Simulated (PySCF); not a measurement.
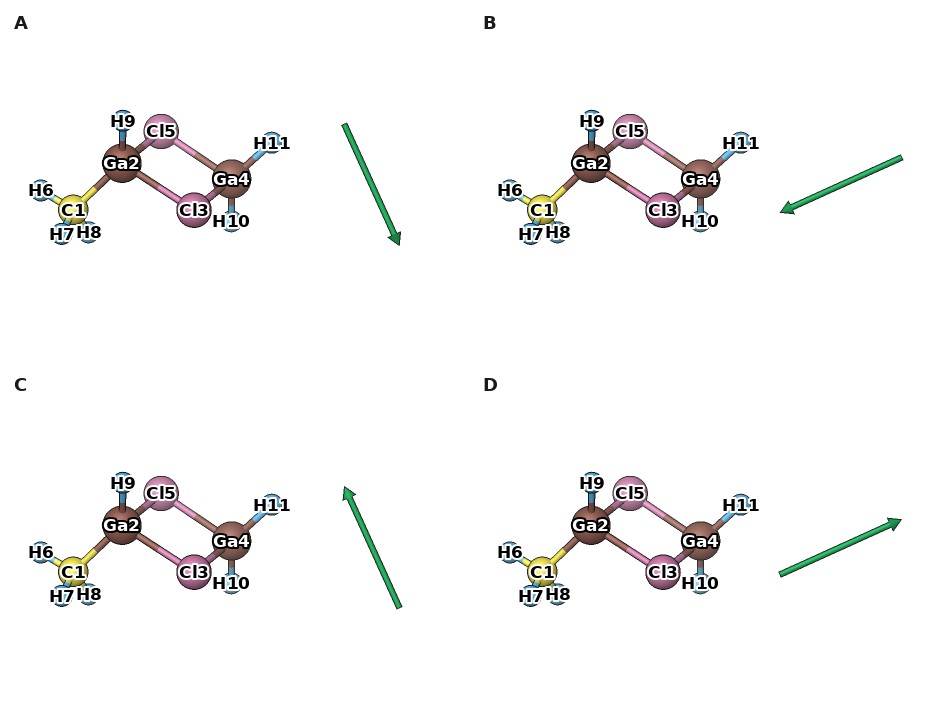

The same molecule four times, each with an arrow. The geometry was computed by an optimisation with PBE0-D3(BJ)/def2-SVP. No frequency run is at hand to confirm it as a minimum. Level of theory: B3LYP/def2-SVPD, gas phase (PySCF 2.14.0).

> Which arrow points along the dipole moment, from the negative to the positive end?

B. The dipole moment is 0.90 D; it points from the side of H11 to the side of H6, H7 (the outermost atoms at the two ends).
